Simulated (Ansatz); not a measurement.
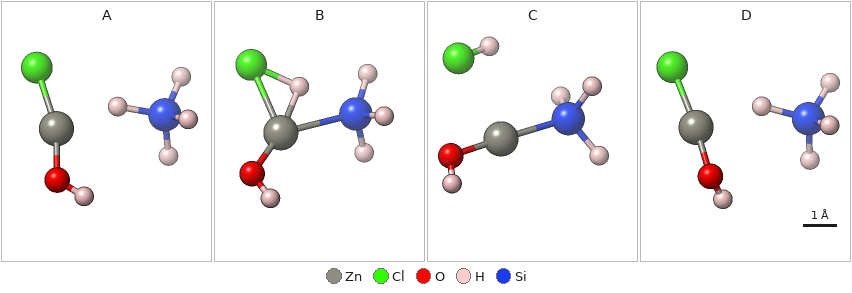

4 geometries from a converged minimum-energy path of ZnSiH5OCl, made up at the start of ZnHOCl and SiH4, shuffled. The picture is a ball-and-stick view, seen at a tilt.

Computed with RKS B3LYP-D4/def2-SVP (Ansatz 0.2.0). Set-up: 7 movable images; climbing image; force threshold 0.05 eV/Å; iteration limit 60; starting path through a guess of the saddle point.

Q: Which frame is the transition state?

A: B. In order along the path, whose images run from 0 to 8: D (image 2, +3.2 kcal/mol), A (image 3, +5.1 kcal/mol), B (image 5, +42.2 kcal/mol), C (image 8, +23.3 kcal/mol). Breaking: H–Si (1.51 → 3.35 Å), Cl–Zn (2.11 → 2.92 Å). Forming: Cl–H (3.37 → 1.29 Å), Si–Zn (3.33 → 2.35 Å).

Limits of the set-up: the start holds two separate molecules, 2.3 Å apart at their closest, whose relative position is a soft coordinate.
